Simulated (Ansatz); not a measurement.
# FGeH2 (SMILES [F][GeH2]) (doublet): what the fields show

Input file:

```
crystal:
  periodic: [false, false, false]
  atoms:
    - { symbol: F, position_ang: [0.1704, -0.6342, 1.5112] }
    - { symbol: Ge, position_ang: [0.2764, -0.2129, -0.2087] }
    - { symbol: H, position_ang: [-1.0884, -0.5166, -0.9454] }
    - { symbol: H, position_ang: [0.6971, 1.3033, -0.3773] }
basis:
  gaussian:
    orbitals: def2-SVP
hamiltonian:
  xc: lda
magnetization:
  spin_polarized: true
  initial_magnetization: 1.0
output:
  orbitals: {}
  forces: true
```

Launched as:

```sh
python methods_fgeh2.py
```

Not at a stationary point (largest force 1.0 eV/Å).

Computed with SCF LDA, Gaussian basis in Ansatz 0.2.0.

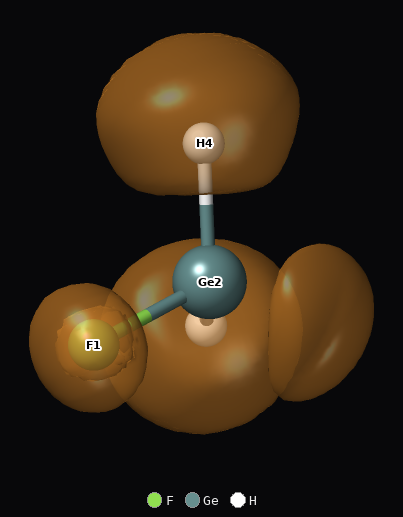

Figure 1. Isosurface of the electron localisation function at 0.8 (orange), seen at an oblique angle. Only the valence region is drawn (cores and ρ < 0.01 e/Å³ removed).

**Describe the localisation domains.**

The surface consists of two regions around hydrogen nuclei, one lobe on Ge, pointing away from the bonds (non-bonding electrons) and one region wrapped around F (its valence shell). Along the contacts the grid gives the following. Ge–F (1.77 Å): the ELF peaks at about 0.80 in the valence shell of F, 0.5 Å from its nucleus, and is about 0.25 at the midpoint. Ge–H (1.58 Å): the ELF climbs to about 1 towards the hydrogen.

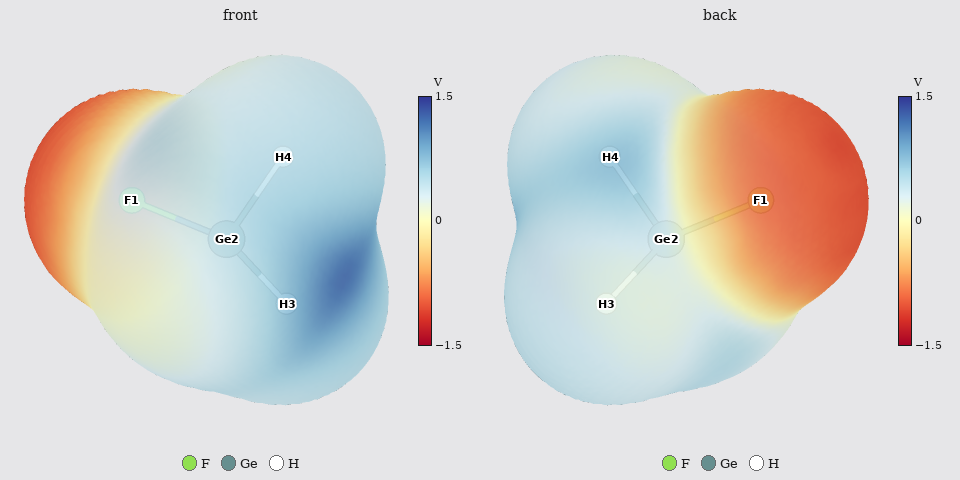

Figure 2. The molecular electrostatic potential painted on the density surface at 0.001 e/bohr³, seen from the front and from behind; the colour scale runs from red (negative) to blue (positive).

**Which sites attract a positive test charge, and which a negative one?**

A positive charge is drawn to the negative regions and a negative charge to the positive ones. The most negative region (about −1.0 V) lies over F1, the most positive (about +1.2 V) over Ge2.

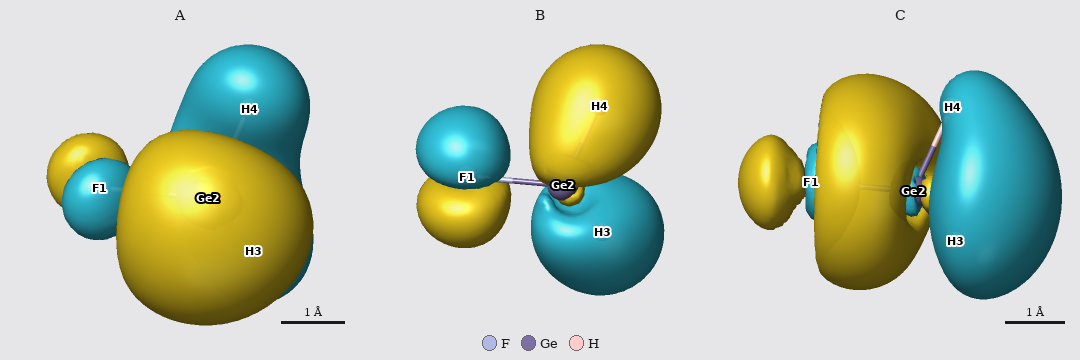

Figure 3. Three frontier orbitals at ±0.08 Å⁻³ᐟ² (yellow and cyan are the two phases), in no order.

**Order the three orbitals by energy and name them. All are α orbitals.**

B is the HOMO−1 (α) (−8.27 eV). Its weight (Hirshfeld) is mainly on F1 (about 40 %), Ge2 (about 25 %), H3 (about 20 %) and H4 (about 20 %). A is the HOMO (α) (−5.30 eV). By Hirshfeld shares it lies mainly on Ge2 (about 70 %), F1 (about 10 %), H3 (about 10 %) and H4 (about 10 %). C is the LUMO (α) (−1.36 eV). Its weight (Hirshfeld) is mainly on Ge2 (about 65 %), F1 (about 20 %), H3 (about 5 %) and H4 (about 5 %).

**What is the gap between the highest occupied and lowest empty α orbitals?**

3.94 eV between the orbital energies.
